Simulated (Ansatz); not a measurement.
**C3H3B (SMILES B1=CC=C1): one structure at several levels**

A test off equilibrium: a structure displaced at random from a GFN2-xTB minimum is computed at several levels, and each is set against CCSD(T).

Program: Ansatz 0.2.0, Gaussian basis. Level of theory: single points in def2-TZVPP. These are calculated values, not measurements.

Correlated methods freeze the cores.

### Step 1. Starting geometry

7 atoms, charge 0, spin multiplicity 1.

Atoms are counted from 1 here; the program's logs count them from 0.

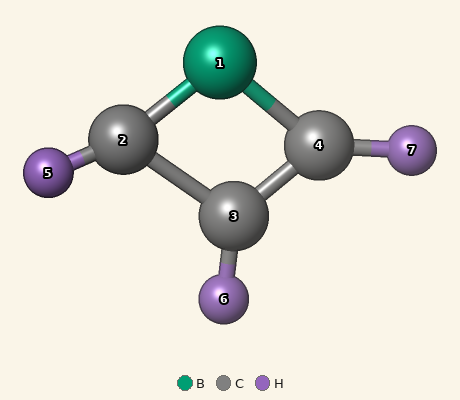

The starting geometry (boron teal, carbon grey, hydrogen purple); atoms are numbered from 1 in the order of the file.

As a file:

```tsv
atom	x (Å)	y (Å)	z (Å)
B1	0.6149	0.7847	-0.8075
C2	-0.8340	0.6026	-0.7736
C3	-0.2265	-0.3378	0.4106
C4	1.0800	-0.2335	0.3237
H5	-1.8032	0.7585	-0.8886
H6	-0.8484	-0.9413	0.9394
H7	1.9638	-0.5978	0.8824
```

### Step 2. CCSD(T)/def2-TZVPP

run/in.yaml

```yaml
crystal:
  periodic: [false, false, false]
  atoms:
    - {symbol: B, position_ang: [0.614900, 0.784700, -0.807500]}
    - {symbol: C, position_ang: [-0.834000, 0.602600, -0.773600]}
    - {symbol: C, position_ang: [-0.226500, -0.337800, 0.410600]}
    - {symbol: C, position_ang: [1.080000, -0.233500, 0.323700]}
    - {symbol: H, position_ang: [-1.803200, 0.758500, -0.888600]}
    - {symbol: H, position_ang: [-0.848400, -0.941300, 0.939400]}
    - {symbol: H, position_ang: [1.963800, -0.597800, 0.882400]}
basis:
  gaussian: {orbitals: def2-TZVPP}
correlation: {method: ccsd_t}
output: {forces: true}
```

The command line of these runs was not kept.

What it wrote (excerpt; [...] marks lines left out):

```text
Functional definition: HF
  name "HF"
  cite "Fock, Z. Phys. 61, 126 (1930) doi:10.1007/BF01340294"
  parent pbe
[...]
999 factors; integrals over basis functions are off by at most 8.6e-4 eV
[...]
mean field -3805.79678859 eV, -139.8604523189 hartree, gradient 1.3e-6 eV, S^2 0.000000; 1 other end points of the search recorded, 0 dependent functions left out; unrestricted orbitals would lower it
4 core orbitals not correlated: weight in the atoms' cores, before any rotation towards them, 1.000 or more for the frozen orbitals, at most 0.000 for the correlated occupied ones
reference -3805.79678859 eV, -139.8604523189 hartree; 9, 9 occupied and 153, 153 virtual orbitals, 999 factors
second order -15.46148101 eV of doubles, -0.00000000 eV of singles
cycle   1  -15.38312867 eV  change    7.8e-2 eV  update   1.1e-1
[...]
cycle  18  -15.98623123 eV  change   -3.9e-7 eV  update   5.1e-7
perturbative correction -0.95791671 eV, -0.0352027898 hartree
[...]
Total energy: -3822.74093653 eV, -140.4831382705 hartree
Atom 0 at     0.614900     0.784700    -0.807500 Å, force    -3.785221    -1.021138     0.737371 eV/Å
Atom 1 at    -0.834000     0.602600    -0.773600 Å, force     5.878678     0.003350     0.131342 eV/Å
Atom 2 at    -0.226500    -0.337800     0.410600 Å, force     1.649996     2.025526    -2.503107 eV/Å
Atom 3 at     1.080000    -0.233500     0.323700 Å, force     2.952801    -0.537853     1.331053 eV/Å
Atom 4 at    -1.803200     0.758500    -0.888600 Å, force    -3.870558     0.814185    -0.681147 eV/Å
Atom 5 at    -0.848400    -0.941300     0.939400 Å, force    -1.865176    -1.557358     1.610178 eV/Å
Atom 6 at     1.963800    -0.597800     0.882400 Å, force    -0.960520     0.273287    -0.625690 eV/Å
Dipole moment:     0.086964    -0.147805     0.220849 e Å
```

It took 65 s on 4 threads, shared host; peak memory 2.7 GiB.

### Step 3. PBE0-D4/def2-TZVPP

Changes to run/in.yaml since step 2:

```diff
@@ -12,3 +12,3 @@
   gaussian: {orbitals: def2-TZVPP}
-correlation: {method: ccsd_t}
-output: {forces: true}
+hamiltonian: {xc: pbe0, dispersion: d4}
+output: {forces: true, orbitals: {seedname: orbitals}}
```

The log in run was not kept; the run's report gives a total energy of -3826.829995 eV.

Wall time 1.3 s (4 threads, shared host); peak memory 0.28 GiB.

### Step 4. wB97M-V/def2-TZVPP

Changes to run/in.yaml since step 3:

```diff
@@ -12,3 +12,3 @@
   gaussian: {orbitals: def2-TZVPP}
-hamiltonian: {xc: pbe0, dispersion: d4}
-output: {forces: true, orbitals: {seedname: orbitals}}
+hamiltonian: {xc: {name: wB97M-V}}
+output: {forces: true}
```

The log in run was not kept; the run's report gives a total energy of -3830.065091 eV.

It took 5.5 s on 4 threads, shared host; peak memory 0.38 GiB.

### Step 5. r2SCAN-D4/def2-TZVPP

Changes to run/in.yaml since step 4:

```diff
@@ -12,3 +12,3 @@
   gaussian: {orbitals: def2-TZVPP}
-hamiltonian: {xc: {name: wB97M-V}}
+hamiltonian: {xc: r2scan, dispersion: d4}
 output: {forces: true}
```

The log in run was not kept; the run's report gives a total energy of -3829.261765 eV.

It took 2 s on 4 threads, shared host; peak memory 0.18 GiB.

### Step 6. PBE-D4/def2-TZVPP

Changes to run/in.yaml since step 5:

```diff
@@ -12,3 +12,3 @@
   gaussian: {orbitals: def2-TZVPP}
-hamiltonian: {xc: r2scan, dispersion: d4}
+hamiltonian: {xc: pbe, dispersion: d4}
 output: {forces: true}
```

The log in run was not kept; the run's report gives a total energy of -3826.579120 eV.

Wall time 1.1 s (4 threads, shared host); peak memory 0.15 GiB.

### Step 7. CAM-B3LYP-D4/def2-TZVPP

Changes to run/in.yaml since step 6:

```diff
@@ -12,3 +12,3 @@
   gaussian: {orbitals: def2-TZVPP}
-hamiltonian: {xc: pbe, dispersion: d4}
+hamiltonian: {xc: {name: CAM-B3LYP}, dispersion: d4}
 output: {forces: true}
```

The log in run was not kept; the run's report gives a total energy of -3829.257356 eV.

It took 1.7 s on 4 threads, shared host; peak memory 0.31 GiB.

### Step 8. r2SCANh-D4/def2-TZVPP

Changes to run/in.yaml since step 7:

```diff
@@ -12,3 +12,3 @@
   gaussian: {orbitals: def2-TZVPP}
-hamiltonian: {xc: {name: CAM-B3LYP}, dispersion: d4}
+hamiltonian: {xc: {name: r2SCANh}, dispersion: d4}
 output: {forces: true}
```

What it wrote (excerpt; [...] marks lines left out):

```text
Functional definition: r2SCANh
  name "r2SCANh"
  cite "Bursch, Neugebauer, Ehlert & Grimme, J. Chem. Phys. 156, 134105 (2022) doi:10.1063/5.0086040"
  cite "Furness, Kaplan, Ning, Perdew & Sun, J. Phys. Chem. Lett. 11, 8208 (2020) doi:10.1021/acs.jpclett.0c02405"
  cite "Furness, Kaplan, Ning, Perdew & Sun, J. Phys. Chem. Lett. 11, 9248 (2020) doi:10.1021/acs.jpclett.0c03077"
  parent r2scan
[...]
886 factors; their error is unknown
[...]
mean field -3829.02680685 eV, -140.7141397441 hartree, gradient 5.7e-5 eV, S^2 0.000000; 0 other end points of the search recorded, 0 dependent functions left out
[...]
reference -3829.02681676 eV, -140.7141401084 hartree; 13, 13 occupied and 153, 153 virtual orbitals, 886 factors
Total energy: -3829.05390848 eV, -140.7151357105 hartree
Atom 0 at     0.614900     0.784700    -0.807500 Å, force    -4.302135    -1.653431     1.365071 eV/Å
Atom 1 at    -0.834000     0.602600    -0.773600 Å, force     6.031199    -0.102425     0.336815 eV/Å
Atom 2 at    -0.226500    -0.337800     0.410600 Å, force     2.390924     2.700674    -3.351626 eV/Å
Atom 3 at     1.080000    -0.233500     0.323700 Å, force     2.508295    -0.510526     1.358256 eV/Å
Atom 4 at    -1.803200     0.758500    -0.888600 Å, force    -3.762321     0.806386    -0.664133 eV/Å
Atom 5 at    -0.848400    -0.941300     0.939400 Å, force    -1.847000    -1.544709     1.617190 eV/Å
Atom 6 at     1.963800    -0.597800     0.882400 Å, force    -1.018962     0.304031    -0.661573 eV/Å
Dipole moment:     0.093959    -0.141458     0.226533 e Å
```

Run time: 2.1 s. Hardware: 4 threads, shared host; peak memory 0.3 GiB.

### Step 9. Side by side

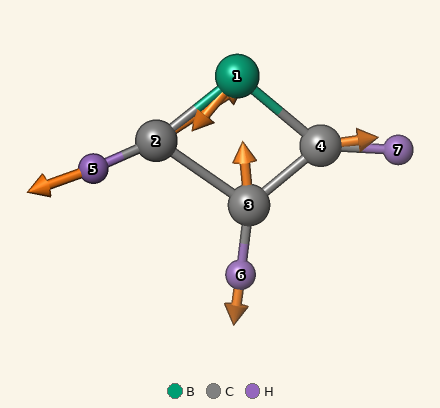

Forces at CCSD(T); the longest arrow is 5.88 eV/Å.

```tsv
method	RMS force component (eV/Å)	RMS error against CCSD(T) (eV/Å)	angle to CCSD(T) forces (°)	dipole (D)
CCSD(T)	2.186	0	0	1.34
PBE0-D4	2.394	0.390	8.3	1.33
wB97M-V	2.349	0.355	8.0	1.34
r2SCAN-D4	2.340	0.338	7.6	1.37
PBE-D4	2.323	0.262	5.7	1.35
CAM-B3LYP-D4	2.400	0.449	9.9	1.33
r2SCANh-D4	2.365	0.383	8.5	1.36
```

Energy less the free neutral atoms in their ground states at the same level (atoms from separate runs):

Differences are taken before rounding.

```tsv
method	rung	energy less atoms (eV)	from CCSD(T) (eV)
PBE-D4	GGA	-30.677	-2.303
r2SCAN-D4	meta-GGA	-29.592	-1.218
PBE0-D4	hybrid	-29.821	-1.447
r2SCANh-D4	hybrid	-29.327	-0.953
CAM-B3LYP-D4	range-separated hybrid	-29.237	-0.864
wB97M-V	range-separated hybrid	-29.420	-1.047
Hartree-Fock	wavefunction	-20.443	+7.931
MP2	wavefunction	-29.324	-0.950
CCSD	wavefunction	-27.617	+0.756
CCSD(T)	wavefunction	-28.374	0
```

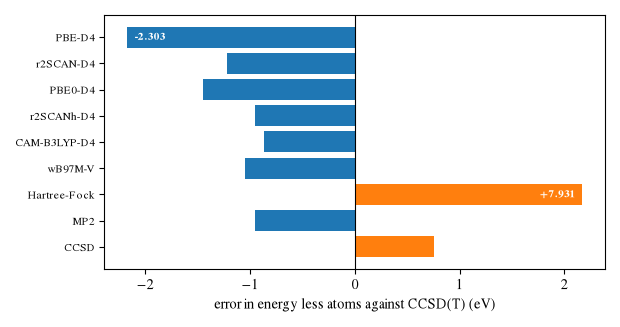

How far each level lands from CCSD(T). Bars with a number in them are cut short.

What each level took, beside its miss in the forces (shared host):

```tsv
method	time	RMS force error (eV/Å)
CCSD(T)	65 s	0
PBE0-D4	1.3 s	0.390
wB97M-V	5.5 s	0.355
r2SCAN-D4	2 s	0.338
PBE-D4	1.1 s	0.262
CAM-B3LYP-D4	1.7 s	0.449
r2SCANh-D4	2.1 s	0.383
```

### Step 10. What came out

```
                                  quantity                                                                                                   value
energy less free atoms, CCSD(T)/def2-TZVPP                                                                                              -28.374 eV
                       RMS force component                                                                    2.186 to 2.400 eV/Å over the methods
                           RMS force error  PBE0-D4 0.390, wB97M-V 0.355, r2SCAN-D4 0.338, PBE-D4 0.262, CAM-B3LYP-D4 0.449, r2SCANh-D4 0.383 eV/Å
                    HOMO and LUMO, PBE0-D4                                                                                      -5.06 and -2.24 eV
                             T1 diagnostic                                                                                                   0.025
```

In words: Against CCSD(T) the functionals' energies less atoms differ by -2.303 to -0.864 eV, PBE-D4 by -2.303 eV. The reference is not at the basis limit: in triple zeta CCSD(T) underbinds, which counts against methods that bind more; the gaps are no ranking. The forces of PBE-D4 come nearest to CCSD(T), those of CAM-B3LYP-D4 are farthest. The T1 diagnostic is large here, over the usual mark for main-group molecules (transition-metal compounds often pass it harmlessly), so CCSD(T) itself may be off. The restricted Hartree–Fock reference is unstable towards an unrestricted one at one or more of these structures.
